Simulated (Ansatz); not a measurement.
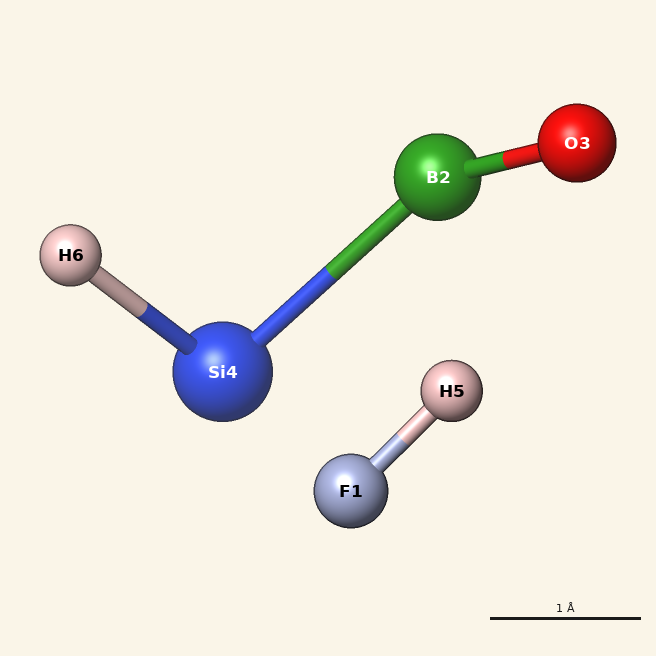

The geometry was computed by an optimisation with PBE-D4/def2-SVP. No frequency run is at hand to confirm it as a minimum.

Find the hydrogen bonds (donors O, N, F, S or Cl) and give their geometry.

```json
{"D–H···A": "F1–H5···O3", "D–H (Å)": "0.97", "H···A (Å)": "1.98", "angle (°)": "145", "kind": "intermolecular"}
```
